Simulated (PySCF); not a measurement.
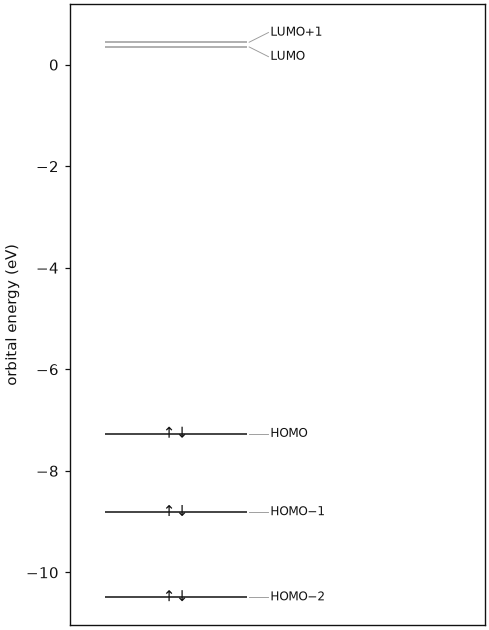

Kohn-Sham orbital energies near the frontier, CAM-B3LYP/def2-SVPD in PySCF, at a PBE0-D3(BJ)/def2-SVP geometry (no frequency check), isolated molecule; empty levels in grey, levels within 0.03 eV side by side.

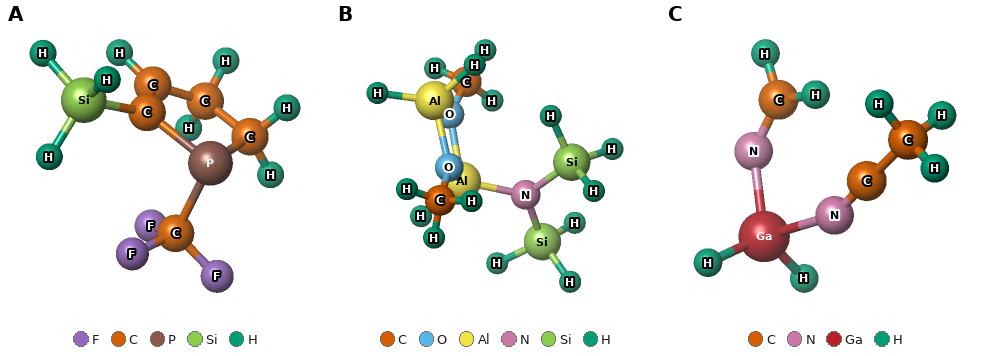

**Which molecule has this level scheme? Choose among the lettered structures.**

Structure C, C₃H₇GaN₂, SMILES C=[N][GaH2-][N+]#CC, singlet. HOMO −7.27 eV, LUMO 0.35 eV, separation 7.62 eV.

Known limits of this run: one conformer of a flexible molecule; empty levels above zero depend strongly on the basis.
